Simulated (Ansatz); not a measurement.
GeAs3P

The calculation's input:

```
crystal:
  lattice:
    - [-2.4509451921, 2.4293120035, 4.0032580535]
    - [2.4448155155, -2.4877744871, 4.0345544465]
    - [4.8998429195, 4.9735015095, -8.0764403082]
  atoms:
    - { symbol: Ge, position: [0.0094305759, -0.0065941863, -0.0029684226] }
    - { symbol: As, position: [0.6405451651, 0.662336677, -0.0060710484] }
    - { symbol: As, position: [0.3359576565, 0.3470118805, -0.0053213329] }
    - { symbol: As, position: [0.7661667298, 0.2462437666, 0.2509349307] }
    - { symbol: P, position: [0.2220494459, 0.7577473933, 0.2395915876] }
    - { symbol: Ge, position: [0.0057617704, 0.0117208056, 0.4995451669] }
    - { symbol: As, position: [0.6635771584, 0.6606815966, 0.4937493581] }
    - { symbol: As, position: [0.3177622831, 0.3154174043, 0.4889649854] }
    - { symbol: As, position: [0.7361699446, 0.2719147871, 0.7583169345] }
    - { symbol: P, position: [0.249005019, 0.7502056892, 0.7467724768] }
kpoints:
  mp_grid: { grid: [4, 4, 4] }
hamiltonian:
  xc: pbesol
scf:
  occupations: { method: fermi_dirac, width: 0.05 }
relax:
  f_tol: 0.01
  cell: {}
  max_steps: 120
output:
  write_density: true
  write_potential: true
  elf: true
  volumetric_format: npy
```

Below, planes, directions and counts refer to the conventional cell (a = 5.61 Å, b = 6.06 Å, c = 7.09 Å, α = 78.53°, β = 79.35°, γ = 84.08°).

The fields are those of the relaxed geometry.

Space group P1; a structure from a database of computed crystals, not necessarily the ambient phase; started from the LaGa3Cu-119 prototype, which need not be the ambient phase; changed on purpose from its base cell (shaken).

All numbers below come from Ansatz 0.2.0, DFT, PBEsol, plane waves, PAW.

Question: What will maps of the valence pseudo-density and electron localisation function show?

Answer: As–P (2.33 Å): the density is about 0.64 e/Å³ at the midpoint; the ELF peaks at about 0.85 between the atoms: a shared electron pair.
Ge–P (2.41 Å): ρ is about 0.51 e/Å³ halfway; the ELF peaks at about 0.90 in the valence shell of P, 0.8 Å from its nucleus, and is about 0.75 at the midpoint.

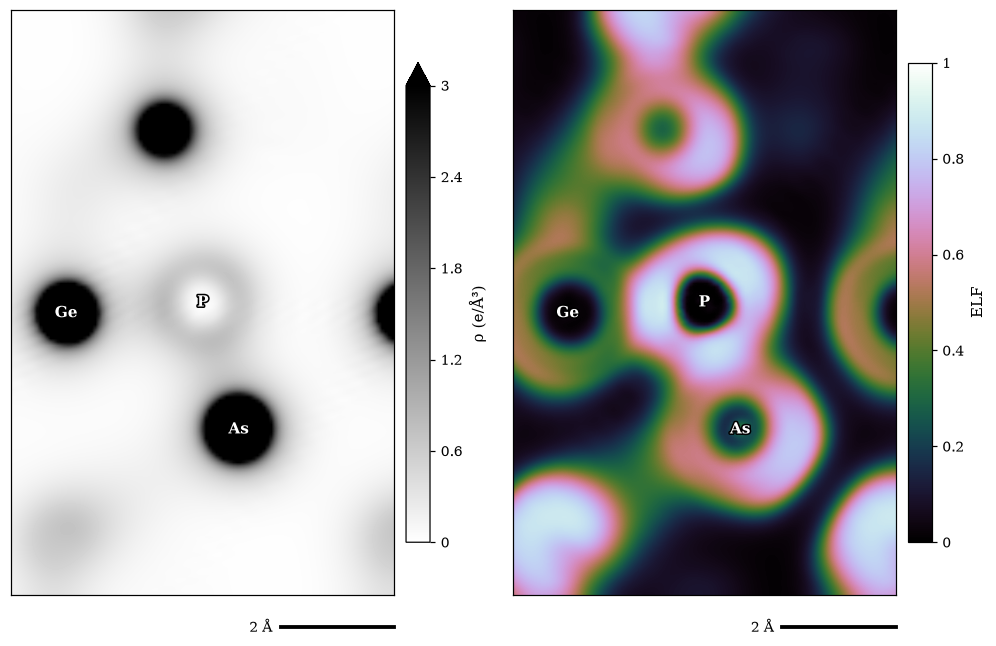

Computed valence pseudo-density and electron localisation function on the (101̄) plane of the conventional cell, in this order. Atoms just off the plane (As, 0.4 Å away and P, 0.7 Å away) can leave unmarked features too.
